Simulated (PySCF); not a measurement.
**C$_{2}$H$_{6}$N$_{2}$Si$_{2}$: one change and its effect**

System: C$_{2}$H$_{6}$N$_{2}$Si$_{2}$.
Method of run 1: TDDFT HF/def2-SVPD, vertical, gas phase, core orbitals frozen in the response (PySCF 2.14.0).

The geometry comes from this level: PBE0-D3(BJ)/def2-SVP. Text and figures count atoms from 1; the logs count them from 0 in places.

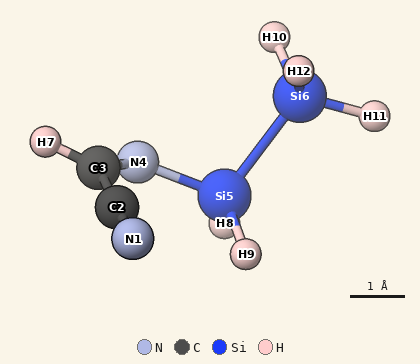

Fig. 1: The input geometry (ball-and-stick view, seen at a tilt; atoms are numbered from 1 in the order of the input).

**Input file, run 1**
```
{"job": {"kind": "uv", "xc": "HF", "basis": "def2-SVPD", "ip": true}, "charge": 0, "multiplicity": 1}
N      2.140119     1.460468    -1.784361
C      1.953602     0.845729    -0.819751
C      1.697719     0.075459     0.387693
N      0.749189    -0.746100     0.538094
Si    -0.550801    -1.191116    -0.571765
Si    -2.445674    -0.080154     0.252614
H      2.416258     0.265700     1.205205
H     -0.702027    -2.669830    -0.468940
H     -0.272578    -0.811273    -1.994359
H     -2.642594    -0.419315     1.693410
H     -3.650813    -0.494949    -0.528353
H     -2.247801     1.394342     0.110309
```

The first line tells a small driver script what to run in PySCF; the rest is the geometry in Å.

Launched with:
```bash
OMP_NUM_THREADS=1 python <driver script> task.json out
```

Hardware: 1 CPU thread, shared host.

**Output (run 1)**
```
final grid: 100488 points
cycle   1  E = -765.4991160836  dE =  5.307e-01  |g| = 6.534e-01  |ddm| = 4.281e+00
cycle   2  E = -765.5787340041  dE = -7.962e-02  |g| = 5.429e-01  |ddm| = 1.272e+00
cycle   3  E = -765.6424142907  dE = -6.368e-02  |g| = 9.273e-02  |ddm| = 7.001e-01
cycle   4  E = -765.6461107423  dE = -3.696e-03  |g| = 2.867e-02  |ddm| = 2.384e-01
cycle   5  E = -765.6464789923  dE = -3.683e-04  |g| = 1.071e-02  |ddm| = 8.994e-02
cycle   6  E = -765.6465233977  dE = -4.441e-05  |g| = 4.264e-03  |ddm| = 3.095e-02
cycle   7  E = -765.6465374374  dE = -1.404e-05  |g| = 1.958e-03  |ddm| = 1.342e-02
cycle   8  E = -765.6465400857  dE = -2.648e-06  |g| = 7.038e-04  |ddm| = 6.779e-03
cycle   9  E = -765.6465406102  dE = -5.245e-07  |g| = 2.769e-04  |ddm| = 2.767e-03
cycle  10  E = -765.6465407026  dE = -9.241e-08  |g| = 1.157e-04  |ddm| = 1.004e-03
cycle  11  E = -765.6465407236  dE = -2.100e-08  |g| = 5.357e-05  |ddm| = 3.931e-04
cycle  12  E = -765.6465407284  dE = -4.759e-09  |g| = 2.486e-05  |ddm| = 1.915e-04
cycle  13  E = -765.6465407290  dE = -6.476e-10  |g| = 1.030e-05  |ddm| = 9.292e-05
converged SCF energy = -765.6465407290

Static polarisability (au): isotropic 88.338, principal 76.105 79.709 109.201

Singlet excitations
state   eV       nm        f      main configurations
  1   4.1856    296.2   0.00115   H-1->L 0.80
  2   6.0887    203.6   0.00023   H-5->L 0.49, H-4->L 0.08
  3   6.3363    195.7   0.31737   H->L 0.43, H-2->L 0.30
  4   7.1196    174.1   0.00097   H-2->L+11 0.22, H-2->L+7 0.10
  5   7.4546    166.3   0.11516   H->L 0.27, H-2->L 0.11
  6   7.8281    158.4   0.20581   H->L+4 0.16, H->L+2 0.15, H->L+1 0.15
  7   8.1088    152.9   0.11226   H->L+5 0.71
  8   8.4864    146.1   0.03594   H-1->L+1 0.39, H-1->L+3 0.17, H-1->L+4 0.14
  9   8.7091    142.4   0.11128   H-2->L 0.24, H-7->L 0.16, H->L+1 0.10
 10   8.7438    141.8   0.02600   H->L+1 0.31, H->L+2 0.26, H->L+3 0.12

Triplet excitations (Tamm-Dancoff, eV): 3.4416 3.4798 5.2634 5.7393
Vertical ionisation energy (delta-SCF) = 8.8296 eV
```

The input of run 2 differs as follows (lines with − go, lines with + come):
```diff
-"xc": "HF"
+"xc": "PBE"
```

What does this change do to the results?

The total energies belong to different methods, so their difference says nothing on which is more stable or more accurate. The HOMO goes from −10.95 to −6.64 eV. The LUMO goes from 1.27 to −3.55 eV. The lowest excitation goes from 4.19 to 3.32 eV. The strongest computed line goes from 6.34 to 4.25 eV. The method changes from HF to PBE. Exact exchange removes part of the self-interaction error of semilocal functionals, which pushes filled and empty levels apart. The SCF takes 16 iterations against 13.

**Output (run 2)**
```
coarse grid: 11264 points
cycle   1  E = -767.2441458856  dE =  3.633e-01  |g| = 4.950e-01  |ddm| = 4.660e+00
cycle   2  E = -766.8570124876  dE =  3.871e-01  |g| = 1.387e+00  |ddm| = 2.657e+00
cycle   3  E = -767.2965106596  dE = -4.395e-01  |g| = 1.687e-01  |ddm| = 1.778e+00
cycle   4  E = -767.2997733417  dE = -3.263e-03  |g| = 1.259e-01  |ddm| = 3.498e-01
cycle   5  E = -767.3030299351  dE = -3.257e-03  |g| = 4.608e-02  |ddm| = 1.902e-01
cycle   6  E = -767.3036133823  dE = -5.834e-04  |g| = 8.541e-03  |ddm| = 6.815e-02
cycle   7  E = -767.3036378377  dE = -2.446e-05  |g| = 2.583e-03  |ddm| = 1.554e-02
cycle   8  E = -767.3036396699  dE = -1.832e-06  |g| = 4.512e-04  |ddm| = 3.994e-03
final grid: 100488 points
cycle   9  E = -767.4265490550  dE = -1.395e-05  |g| = 6.810e-03  |ddm| = 6.913e-02
cycle  10  E = -767.4265170641  dE =  3.199e-05  |g| = 1.364e-02  |ddm| = 3.449e-02
cycle  11  E = -767.4265565445  dE = -3.948e-05  |g| = 4.231e-03  |ddm| = 2.266e-02
cycle  12  E = -767.4265607866  dE = -4.242e-06  |g| = 7.435e-04  |ddm| = 4.442e-03
cycle  13  E = -767.4265609139  dE = -1.274e-07  |g| = 3.628e-04  |ddm| = 1.279e-03
cycle  14  E = -767.4265609453  dE = -3.138e-08  |g| = 8.921e-05  |ddm| = 4.725e-04
cycle  15  E = -767.4265609473  dE = -1.995e-09  |g| = 1.066e-05  |ddm| = 1.279e-04
cycle  16  E = -767.4265609473  dE = -3.433e-11  |g| = 3.195e-06  |ddm| = 2.447e-05
converged SCF energy = -767.4265609473

Static polarisability (au): isotropic 100.143, principal 83.816 88.772 127.841

Singlet excitations
state   eV       nm        f      main configurations
  1   3.3204    373.4   0.00089   H->L 1.00
  2   4.2494    291.8   0.13611   H-1->L 0.93
  3   4.9846    248.7   0.01156   H-2->L 0.87, H-3->L 0.10
  4   5.2606    235.7   0.01757   H-4->L 0.48, H-3->L 0.47
  5   5.3932    229.9   0.00282   H-5->L 0.82, H-4->L 0.10
  6   5.4177    228.9   0.01136   H->L+1 0.89, H-5->L 0.09
  7   5.6305    220.2   0.01774   H-6->L 0.49, H-7->L 0.25, H-4->L 0.12
  8   5.8984    210.2   0.00747   H-6->L 0.44, H-7->L 0.31, H->L+2 0.14
  9   5.9499    208.4   0.00527   H->L+2 0.55, H-7->L 0.32
 10   6.0135    206.2   0.00999   H->L+3 0.89

Triplet excitations (Tamm-Dancoff, eV): 2.7480 3.5237 4.5777 4.9172
Vertical ionisation energy (delta-SCF) = 9.7016 eV
Vertical electron affinity (delta-SCF) = 0.7790 eV
```

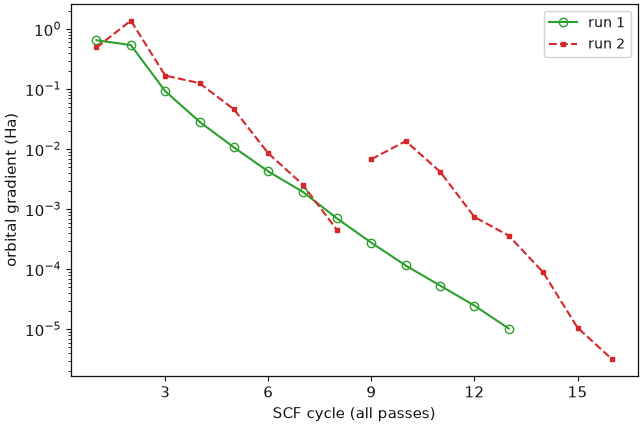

Fig. 2: Convergence of the two runs: orbital gradient against the SCF cycle. A break in a curve parts two SCF passes (coarse and final grid). Run 1 takes 13 cycles in all, and run 2 takes 16.

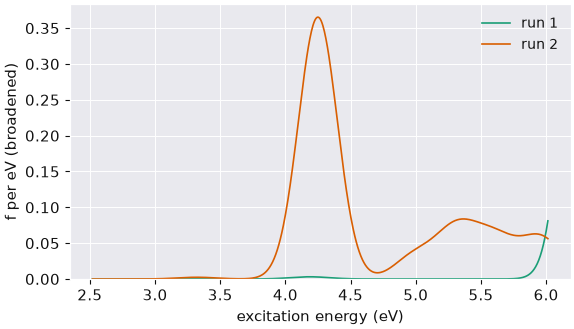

Fig. 3: Absorption of the two runs from their computed states, each broadened by a Gaussian of 0.35 eV full width; the range ends where the shorter list of states ends.

**The two runs side by side**

| quantity | run 1 | run 2 |
| --- | --- | --- |
| outcome | converged | converged |
| total energy (hartree) | −765.646541 | −767.426561 |
| HOMO (eV) | −10.95 | −6.64 |
| LUMO (eV) | 1.27 | −3.55 |
| dipole moment (D) | 2.08 | 2.09 |
| lowest excitation (eV) | 4.19 | 3.32 |
| SCF iterations | 13 | 16 |
| strongest computed line (eV) | 6.34 | 4.25 |
| basis functions | 176 | 176 |
| wall time (shared host) | 27 s | 1.8 min |
